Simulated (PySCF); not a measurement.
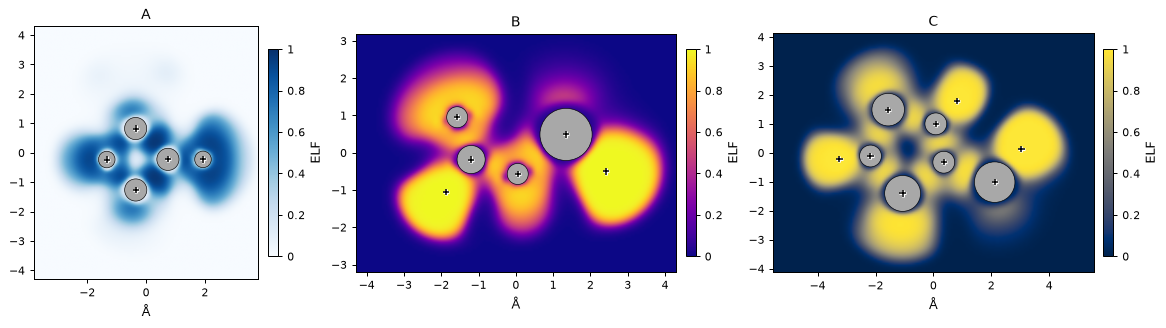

The ELF of 3 systems, each on a plane through atoms (crosses mark nuclei in the plane; grey discs cover the cores).

These are results of PBE0/def2-SVPD, SCF density, gas phase (PySCF 2.14.0), not measurements.

System 1: C4H6O2, the plane of atoms C4, C5 and O6. Geometry: GFN2-xTB.

```yaml
atoms:
  - { symbol: C, position_ang: [-1.6279, -0.1121, 0.0760] }
  - { symbol: C, position_ang: [-0.2844, 0.4004, -0.4167] }
  - { symbol: O, position_ang: [0.5193, -0.5857, -1.0924] }
  - { symbol: C, position_ang: [1.5892, -0.4839, -0.1500] }
  - { symbol: C, position_ang: [0.8101, 0.5535, 0.6237] }
  - { symbol: O, position_ang: [0.9751, 1.1951, 1.6153] }
  - { symbol: H, position_ang: [-2.1023, 0.6519, 0.6860] }
  - { symbol: H, position_ang: [-2.2654, -0.3477, -0.7722] }
  - { symbol: H, position_ang: [-1.4910, -1.0116, 0.6714] }
  - { symbol: H, position_ang: [-0.4172, 1.2920, -1.0418] }
  - { symbol: H, position_ang: [1.7766, -1.4230, 0.3780] }
  - { symbol: H, position_ang: [2.5191, -0.1297, -0.6034] }
```

System 2: CH4O2Si (SMILES O=CO[SiH3]), the plane of atoms O3, Si4 and H8. Geometry: GFN2-xTB.

```csv
atom,x (Å),y (Å),z (Å)
O,1.5519,-0.9459,0.6550
C,1.4671,0.0824,0.0545
O,0.3523,0.6372,-0.3478
Si,-1.1602,-0.0243,-0.0717
H,2.3406,0.6941,-0.2353
H,-1.2250,-1.3281,-0.7204
H,-1.3707,-0.1158,1.3679
H,-1.9470,1.0099,-0.7268
```

System 3: C3H5PSSi, the plane of atoms C2, P6 and C5. Geometry: GFN2-xTB.

```tsv
atom	x (Å)	y (Å)	z (Å)
Si	-2.0043	0.1637	-0.0602
C	-0.1190	0.0651	-0.0482
C	0.5667	-0.8754	0.6423
S	2.2823	-0.8513	0.5681
C	2.3457	0.5132	-0.4680
P	0.8806	1.2265	-0.9614
H	-2.5166	-0.9234	0.7764
H	-2.4717	0.0182	-1.4397
H	-2.4080	1.4638	0.4779
H	0.1248	-1.6502	1.2438
H	3.3250	0.8525	-0.7570
```

**Match each panel to its system.**

Panel A is system 1, C4H6O2: the plane holds C and O. C–O (1.19 Å): the ELF peaks at about 0.85 between the atoms; a short, multiple covalent bond. Panel B is system 2, CH4O2Si: the plane holds O, C, Si and H. C–O (1.19 Å): the ELF peaks at about 0.90 between the atoms (a short, multiple covalent bond). Panel C is system 3, C3H5PSSi: the plane holds Si, C, S, P and H. C–C (1.35 Å): the ELF peaks at about 0.90 between the atoms, as expected for a covalent bond.
